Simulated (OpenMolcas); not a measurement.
Multiconfigurational calculation, with input and output: Cu³⁺ complex

Cu³⁺ with 4 ligands (Br; tetrahedron, 2.32 Å), neutralised by 4 outer point charges of +0.25 e, whose field is part of the energies. Computed at this level: state-averaged CASSCF, active space 8 electrons in the shell 3d, basis ANO-RCC-VTZP on the metal and ANO-RCC-VTZP on the ligands, DKH2 scalar Hamiltonian, spin-orbit coupling by RASSI with atomic mean-field integrals (OpenMolcas).

Input file:
```
&GATEWAY
Coord
5

Cu 0.0 0.0 0.0
Br 1.339453 1.339453 1.339453
Br 1.339453 -1.339453 -1.339453
Br -1.339453 1.339453 -1.339453
Br -1.339453 -1.339453 1.339453
Basis=Cu.ANO-RCC-VTZP,Br.ANO-RCC-VTZP
Group=NoSym
NoMove
AngMom=0.0 0.0 0.0
AMFI
RICD
XField
4 Angstrom 0
2.725094 2.725094 2.725094 0.250000
2.725094 -2.725094 -2.725094 0.250000
-2.725094 2.725094 -2.725094 0.250000
-2.725094 -2.725094 2.725094 0.250000
&SEWARD
&RASSCF
FileOrb=start.orb
Symmetry=1
Spin=3
nActEl=8 0 0
Inactive=81
Ras2=5
CIRoot=10 10 1
SDav=10
CIMx=300
Iter=150 100
PrWF=0.3
OrbListing=Nothing
MaxOrb=0
LevShft=1.0
>>> COPY $Project.JobIph JOB001
&RASSCF
FileOrb=start.orb
Symmetry=1
Spin=1
nActEl=8 0 0
Inactive=81
Ras2=5
CIRoot=15 15 1
SDav=15
CIMx=300
Iter=150 100
PrWF=0.3
OrbListing=Nothing
MaxOrb=0
LevShft=1.0
>>> COPY $Project.JobIph JOB002
&RASSI
NrOfJobIphs=2 10 15
1 2 3 4 5 6 7 8 9 10
1 2 3 4 5 6 7 8 9 10 11 12 13 14 15
IphNames
JOB001
JOB002
EJob
SpinOrbit
DIPRint=1.0
SOCoupling=1000.0
Subsets=2
Property=9
'ANGMOM' 1 'ANGMOM' 2 'ANGMOM' 3 'MLTPL  1' 1 'MLTPL  1' 2 'MLTPL  1' 3
'AMFI' 1 'AMFI' 2 'AMFI' 3
SOProperty=3
'ANGMOM' 1 'ANGMOM' 2 'ANGMOM' 3
```

The file start.orb holds starting orbitals from an earlier step. A driver script formed the levels outside the program, from RASSI's spin-orbit matrix and the active-space energies, averaged over the components of each term or state.

Run as:
```bash
OMP_NUM_THREADS=1 MOLCAS_MEM=3686 MOLCAS_PROJECT=a pymolcas a.inp > a.log  # once for each step of the input, in one work folder
```

Log (extracts):
```
--- SEWARD ---
Basis set label: CU.ANO-RCC...6S5P3D2F1G.

      Electronic valence basis set:
      ------------------
      Associated Effective Charge  29.000000 au
      Associated Actual Charge     29.000000 au
      Nuclear Model: Point charge

      Shell  nPrim  nBasis  Cartesian Spherical Contaminant
         s      21       6        X
         p      15       5        X
         d      10       3                 X
         f       6       2                 X
         g       4       1                 X
                  Relativistic Douglas-Kroll-Hess integrals:
                    - DKH order of Hamiltonian: 2
                    - DKH order of Properties : 0
                  Atomic mean-field integrals
--- RASSCF ---
Wave function specifications:
      -----------------------------

      Number of closed shell electrons         162
      Number of electrons in active shells       8
      Max number of holes in RAS1 space          0
      Max nr of electrons in RAS3 space          0
      Number of inactive orbitals               81
      Number of active orbitals                  5
      Number of secondary orbitals             145
      Spin quantum number                      1.0
      State symmetry                             1
Orbital specifications:
      -----------------------

      Symmetry species                           1
                                                 a
      Frozen orbitals                            0
      Inactive orbitals                         81
      Active orbitals                            5
      RAS1 orbitals                              0
      RAS2 orbitals                              5
      RAS3 orbitals                              0
      Secondary orbitals                       145
      Deleted orbitals                           0
      Number of basis functions                231
      Number of CSFs                            10
      Number of root(s) required                10
      Iter CI   SX   CI       RASSCF       Energy    max ROT     max BLB   max BLB  Level Ln srch  Step   QN
          iter iter root      energy       change     param      element    value   shift minimum  type update
 Nr of preliminary CI iterations:   1
      Total energies have been shifted. Add               -12000.00 au
        1   1   16    0   -69.73123461    0.00E+00  -7.99E-02   86  95 1  6.63E-01*  2.23   0.00    SX    NO
        2   1   18    0   -70.35371042   -6.22E-01* -3.26E-02   86 111 1  1.88E-01*  1.73   0.00    SX    NO
        3   1   17    0   -70.54995190   -1.96E-01* -3.22E-02   22  87 1  5.39E-02*  1.60   0.00    SX    NO
        4   1   17    0   -70.61926262   -6.93E-02* -2.42E-02   22  87 1  3.38E-02*  1.47   0.00    SX    NO
        5   1   16    0   -70.64574192   -2.65E-02* -2.59E-02   22  87 1  2.13E-02*  1.41   2.41    LS   YES
        6   1   17    0   -70.65917777   -1.34E-02* -1.63E-02   85 110 1 -1.84E-02*  1.33   1.32    QN   YES
        7   1   16    0   -70.66423080   -5.05E-03* -1.48E-02   85  94 1 -1.60E-02*  1.30   2.05    LS   YES
        8   1   16    0   -70.66600123   -1.77E-03* -6.07E-03   85  94 1 -1.72E-02*  1.28   1.15    QN   YES
        9   1   15    0   -70.66800481   -2.00E-03* -4.29E-03   13  87 1  4.08E-03*  1.28   1.74    LS   YES
       10   1   15    0   -70.66844332   -4.39E-04* -5.50E-03   82  91 1  9.01E-03*  1.29   1.05    QN   YES
        ...
       20   1    9    0   -70.66968503   -1.58E-07* -7.35E-05   13  87 1  3.38E-05   1.24   1.43    QN   YES
       21   1    8    0   -70.66968507   -4.60E-08* -3.25E-05    6 128 1  2.05E-05   1.24   1.50    QN   YES
       22   1    7    0   -70.66968509   -1.60E-08* -2.59E-05    8  89 1  1.48E-05   1.24   1.45    QN   YES
       23   1    7    0   -70.66968510   -5.57E-09  -1.56E-05   13  87 1 -9.14E-06   1.24   1.56    QN   YES
      Convergence after 23 iterations
       24   1    7    0   -70.66968510   -1.84E-09  -1.56E-05   13  87 1 -4.40E-06   1.24   1.56    QN   YES
      Natural orbitals and occupation numbers for root  1
      sym 1:   1.982423   1.017577   2.000000   1.017577   1.982423
      Natural orbitals and occupation numbers for root  2
      sym 1:   1.062528   1.937472   1.937472   1.062528   2.000000
      Natural orbitals and occupation numbers for root  3
      sym 1:   1.018735   1.018735   1.981265   1.981265   2.000000
::    RASSCF root number  1 Total energy: -12070.70469937
::    RASSCF root number  2 Total energy: -12070.70469937
::    RASSCF root number  3 Total energy: -12070.70469937
::    RASSCF root number  4 Total energy: -12070.68886572
::    RASSCF root number  5 Total energy: -12070.68886572
::    RASSCF root number  6 Total energy: -12070.68886572
::    RASSCF root number  7 Total energy: -12070.66168142
::    RASSCF root number  8 Total energy: -12070.61815810
::    RASSCF root number  9 Total energy: -12070.61815810
::    RASSCF root number 10 Total energy: -12070.61815810
--- RASSCF ---
Wave function specifications:
      -----------------------------

      Number of closed shell electrons         162
      Number of electrons in active shells       8
      Max number of holes in RAS1 space          0
      Max nr of electrons in RAS3 space          0
      Number of inactive orbitals               81
      Number of active orbitals                  5
      Number of secondary orbitals             145
      Spin quantum number                      0.0
      State symmetry                             1
Orbital specifications:
      -----------------------

      Symmetry species                           1
                                                 a
      Frozen orbitals                            0
      Inactive orbitals                         81
      Active orbitals                            5
      RAS1 orbitals                              0
      RAS2 orbitals                              5
      RAS3 orbitals                              0
      Secondary orbitals                       145
      Deleted orbitals                           0
      Number of basis functions                231
      Number of CSFs                            15
      Number of root(s) required                15
      Iter CI   SX   CI       RASSCF       Energy    max ROT     max BLB   max BLB  Level Ln srch  Step   QN
          iter iter root      energy       change     param      element    value   shift minimum  type update
 Nr of preliminary CI iterations:   1
      Total energies have been shifted. Add               -12000.00 au
        1   1   12    0   -70.59655123    0.00E+00   1.83E-02   86  95 1 -1.30E-02*  1.32   0.00    SX    NO
        2   1   13    0   -70.59848614   -1.93E-03* -1.58E-02   86  95 1 -1.30E-02*  1.31   0.00    SX    NO
        3   1   13    0   -70.60000440   -1.52E-03* -1.46E-02   86  95 1 -9.10E-03*  1.30   0.00    SX    NO
        4   1   13    0   -70.60126132   -1.26E-03* -1.33E-02   86  95 1 -8.62E-03*  1.28   0.00    SX    NO
        5   1   13    0   -70.60232286   -1.06E-03* -9.29E-02   86  95 1 -7.07E-03*  1.28   2.50    QN   YES
        6   1   13    0   -70.60748107   -5.16E-03* -6.02E-02   83  92 1 -8.31E-03*  1.21   1.90    LS   YES
        7   1   14    0   -70.60880795   -1.33E-03* -3.34E-02   42 128 1 -1.34E-02*  1.16   1.33    QN   YES
        8   1   13    0   -70.60946968   -6.62E-04* -1.35E-02   86  95 1  6.95E-03*  1.15   1.05    QN   YES
        9   1   12    0   -70.60962540   -1.56E-04*  6.80E-03   73  87 1  3.61E-03*  1.15   1.69    QN   YES
       10   1   12    0   -70.60970608   -8.07E-05* -1.74E-03   86 111 1  1.53E-03*  1.14   1.43    QN   YES
       11   1   11    0   -70.60973240   -2.63E-05* -2.44E-03   86 111 1  1.24E-03*  1.14   1.55    QN   YES
       12   1   10    0   -70.60974385   -1.15E-05*  1.66E-03   86  95 1 -4.91E-04*  1.14   1.50    QN   YES
       13   1   10    0   -70.60974848   -4.63E-06*  8.87E-04   73  87 1 -3.13E-04*  1.14   1.52    QN   YES
       14   1   10    0   -70.60975049   -2.01E-06* -7.19E-04   86 111 1 -3.32E-04*  1.14   1.52    QN   YES
       15   1    9    0   -70.60975134   -8.52E-07* -5.13E-04   86 111 1 -1.89E-04*  1.14   1.52    QN   YES
       16   1    8    0   -70.60975170   -3.57E-07*  2.91E-04   86  95 1  8.03E-05   1.14   1.51    QN   YES
       17   1    8    0   -70.60975182   -1.29E-07*  1.40E-04   86 111 1  4.92E-05   1.14   1.48    QN   YES
       18   1    7    0   -70.60975186   -4.10E-08*  8.03E-05   86 111 1  4.16E-05   1.14   1.57    QN   YES
       19   1    7    0   -70.60975188   -1.59E-08*  6.37E-05   73 103 1 -1.64E-05   1.14   1.48    QN   YES
       20   1    6    0   -70.60975189   -7.30E-09   4.76E-05   86  95 1 -1.26E-05   1.14   1.79    QN   YES
      Convergence after 20 iterations
       21   1    6    0   -70.60975189   -3.48E-09   4.76E-05   86 111 1 -1.08E-05   1.14   1.79    QN   YES
      Natural orbitals and occupation numbers for root  1
      sym 1:   1.456138   1.970865   1.854399   0.747732   1.970866
      Natural orbitals and occupation numbers for root  2
      sym 1:   1.249375   0.851114   1.970865   1.957780   1.970865
      Natural orbitals and occupation numbers for root  3
      sym 1:   0.831325   1.530524   1.986948   1.656921   1.994282
::    RASSCF root number  1 Total energy: -12070.65179351
::    RASSCF root number  2 Total energy: -12070.65179351
::    RASSCF root number  3 Total energy: -12070.64337495
::    RASSCF root number  4 Total energy: -12070.64337495
::    RASSCF root number  5 Total energy: -12070.64337495
::    RASSCF root number  6 Total energy: -12070.61008234
::    RASSCF root number  7 Total energy: -12070.60704011
::    RASSCF root number  8 Total energy: -12070.60704011
::    RASSCF root number  9 Total energy: -12070.60704011
::    RASSCF root number 10 Total energy: -12070.60539049
::    RASSCF root number 11 Total energy: -12070.60539049
::    RASSCF root number 12 Total energy: -12070.60539049
::    RASSCF root number 13 Total energy: -12070.57845710
::    RASSCF root number 14 Total energy: -12070.57845710
::    RASSCF root number 15 Total energy: -12070.50827817
--- RASSI ---
SPIN-FREE ENERGIES:
  (Shifted by EMIN (a.u.) =     -12070.7046993696)

 SF State       Relative EMIN(au)   Rel lowest level(eV)    D:o, cm**(-1)

     1             0.0000000000        0.0000000000              0.0000
     2             0.0000000007        0.0000000199              0.0002
     3             0.0000000014        0.0000000394              0.0003
     4             0.0158336489        0.4308555358           3475.0843
     5             0.0158336489        0.4308555358           3475.0843
     6             0.0158336489        0.4308555358           3475.0843
     7             0.0430179533        1.1705781418           9441.3494
    11             0.0529058581        1.4396417381          11611.4937
    12             0.0529058588        1.4396417576          11611.4938
    13             0.0613244149        1.6687223403          13459.1534
    14             0.0613244156        1.6687223600          13459.1535
    15             0.0613244165        1.6687223848          13459.1537
     8             0.0865412695        2.3549079116          18993.6132
     9             0.0865412695        2.3549079116          18993.6132
    10             0.0865412704        2.3549079340          18993.6134
    16             0.0946170247        2.5746604051          20766.0366
    17             0.0976592596        2.6574438341          21433.7300
    18             0.0976592606        2.6574438604          21433.7302
    19             0.0976592606        2.6574438604          21433.7302
    20             0.0993088829        2.7023323692          21795.7805
    21             0.0993088836        2.7023323890          21795.7806
    22             0.0993088836        2.7023323890          21795.7806
    23             0.1262422742        3.4352272842          27706.9766
    24             0.1262422742        3.4352272842          27706.9766
    25             0.1964212002        5.3448931450          43109.4705
     Dipole printing threshold changed to   1.00000000E+00

++ Dipole transition strengths (spin-free states):
   -----------------------------------------------
     for osc. strength at least  1.00000000E+00

  ( Max oscillator strength is only    1.9463260053867800E-003 )
--
Eigenvalues of complex Hamiltonian:
   -----------------------------------
  (Shifted by EMIN (a.u.) =     -12070.7046993696)

 SO State       Relative EMIN(au)   Rel lowest level(eV)    D:o, cm**(-1)

     1            -0.0034155755        0.0000000000              0.0000
     2            -0.0021730563        0.0338106706            272.7014
     3            -0.0021730560        0.0338106801            272.7015
     4            -0.0021730556        0.0338106901            272.7016
     5             0.0000664956        0.0947519836            764.2263
     6             0.0000664956        0.0947519843            764.2263
     7             0.0010437179        0.1213435556            978.7018
     8             0.0010437182        0.1213435652            978.7019
     9             0.0010437186        0.1213435742            978.7019
    10             0.0158244818        0.5235486307           4222.7045
    11             0.0158244817        0.5235486301           4222.7045
    12             0.0158244818        0.5235486312           4222.7045
    13             0.0159088320        0.5258439165           4241.2172
    14             0.0159088320        0.5258439166           4241.2172
    15             0.0159088320        0.5258439169           4241.2172
    16             0.0165900187        0.5443799529           4390.7204
    17             0.0169272428        0.5535562862           4464.7325
    18             0.0169272428        0.5535562865           4464.7326
    19             0.0435899586        1.2790857452          10316.5223
    20             0.0435899586        1.2790857452          10316.5223
    21             0.0435899586        1.2790857450          10316.5223
    22             0.0525488357        1.5228692102          12282.7685
    23             0.0525488364        1.5228692290          12282.7687
    24             0.0614199897        1.7642656092          14229.7618
    25             0.0614199904        1.7642656287          14229.7619
    26             0.0614199913        1.7642656532          14229.7621
    27             0.0854032866        2.4168843626          19493.4870
    28             0.0854032868        2.4168843706          19493.4871
    29             0.0854032870        2.4168843759          19493.4871
    30             0.0855713470        2.4214575206          19530.3720
    31             0.0855713472        2.4214575269          19530.3721
    32             0.0878353919        2.4830653202          20027.2724
    33             0.0878353923        2.4830653311          20027.2725
    34             0.0878353923        2.4830653312          20027.2725
    35             0.0887010955        2.5066223148          20217.2724
    36             0.0948806280        2.6747759608          21573.5230
    37             0.0978514820        2.7556170162          22225.5501
    38             0.0978514829        2.7556170424          22225.5503
    39             0.0978514829        2.7556170423          22225.5503
    40             0.0993562643        2.7965642299          22555.8117
    41             0.0993562650        2.7965642495          22555.8118
Weights of the five most important spin-orbit-free states for each spin-orbit state.

 SO State  Total energy (au)           Spin-free states, spin, and weights
 -------------------------------------------------------------------------------------------------------
    1        -0.003416       1 1.0  0.3332    2 1.0  0.3332    3 1.0  0.3332    8 1.0  0.0001    9 1.0  0.0001
    2        -0.002173       1 1.0  0.4872    2 1.0  0.4872    4 1.0  0.0121    6 1.0  0.0118    5 1.0  0.0012
    3        -0.002173       1 1.0  0.4872    3 1.0  0.4872    5 1.0  0.0119    6 1.0  0.0117    4 1.0  0.0016
    4        -0.002173       3 1.0  0.4872    2 1.0  0.4872    5 1.0  0.0120    4 1.0  0.0115    6 1.0  0.0017
    5         0.000066       2 1.0  0.3367    1 1.0  0.2947    3 1.0  0.2755    5 1.0  0.0367    6 1.0  0.0366
    6         0.000066       3 1.0  0.3291    1 1.0  0.3099    2 1.0  0.2679    4 1.0  0.0425    6 1.0  0.0249
    7         0.001044       1 1.0  0.5604    2 1.0  0.3246    3 1.0  0.0764    6 1.0  0.0184    4 1.0  0.0161
    8         0.001044       3 1.0  0.3266    1 1.0  0.3200    2 1.0  0.3149    5 1.0  0.0161    6 1.0  0.0152
    9         0.001044       3 1.0  0.5585    2 1.0  0.3219    1 1.0  0.0811    5 1.0  0.0184    4 1.0  0.0152
   10         0.015824       5 1.0  0.4318    6 1.0  0.3454    4 1.0  0.1556    7 1.0  0.0258    3 1.0  0.0127
   11         0.015824       6 1.0  0.4659    4 1.0  0.4141    5 1.0  0.0529    7 1.0  0.0258    1 1.0  0.0217
   12         0.015824       5 1.0  0.4481    4 1.0  0.3632    6 1.0  0.1215    7 1.0  0.0258    3 1.0  0.0216
```

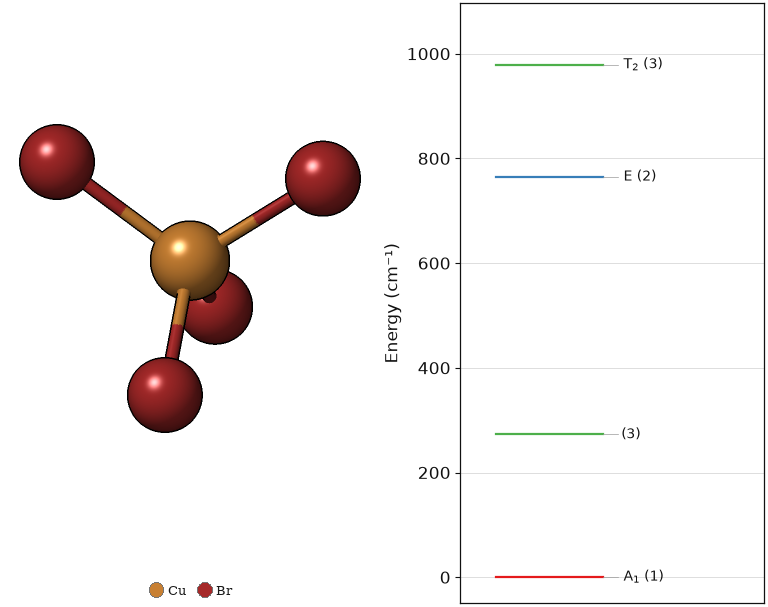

Figure 1. Cu³⁺ (3d⁸) with 4 ligands, Br⁻, at 2.32 Å (arrangement: tetrahedron, Td), neutralised by outer point charges of +0.25 e, and its levels. Labels give the representation in O, Td, D4 or D3 as the site allows (double group for half-integer spin) where it could be assigned and, in brackets, the degeneracy; spin-free states, where drawn, share the zero of the spin-orbit levels. The ground level is A₁, non-degenerate, 100 % from states of spin multiplicity 3. The next level lies at 273 cm⁻¹. The active orbitals hold 78 to 92 % metal character (Löwdin), and the Mulliken charge of the metal is +0.60.

Results in brief:

- outcome: converged
- energy of the lowest spin-free term: −12070.70470 hartree
- energy of the lowest spin-orbit level: −12070.70811 hartree
- largest spread among components of a term: 0.0 cm⁻¹
- hardware: 1 thread of Arm Neoverse V2, 24 GiB of memory available, shared host
- wall time: 5.6 min
- peak memory: 0.53 GiB

Remarks:

Without dynamic correlation the splittings between terms come out too large, often by 20 to 50 %. Caveats: covalent bonds, ligand orbitals missing from the active space; distances are set from ionic radii, not optimised.
